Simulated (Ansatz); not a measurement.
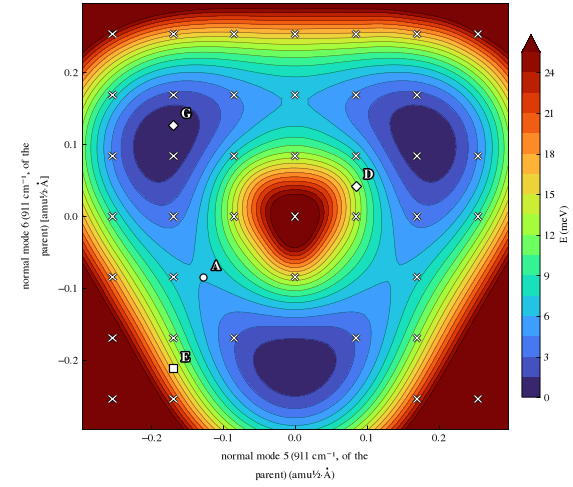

BrH3Si, charge +1, spin multiplicity 2. First axis: normal mode 5 (911 cm⁻¹, of the parent). Second axis: normal mode 6 (911 cm⁻¹, of the parent). Nothing is relaxed (straight displacements along the two mass-weighted modes). The grid has 15 × 15 points; 99 points were computed and 86 follow by symmetry. At 40 points there is no value. Points are written as (first, second). Energies are in meV, from the lowest grid point. Near the degeneracy a single determinant is a rough description. The calculation used Ansatz, UKS PBE-D4/def2-TZVP.

In the figure: filled contours, crosses at grid points without a value, one colour for all values above the top of the scale, lettered points. Between grid points the surface is interpolated.

Is A the lowest point of the computed grid?

No. A lies 6.1 meV above the lowest grid point, which is at (0.000 amu½·Å, −0.212 amu½·Å).

Rank the lettered points by energy, lowest first.

G (0.33 meV), A (6.1 meV), D (12.4 meV), E (15.7 meV).

What kind of point is each of A, D, E, G: minimum, saddle, maximum or slope?

A: saddle point; D: on a slope; E: on a slope; G: minimum. (In these two coordinates alone; a stationary point may lie a little off the grid point.)
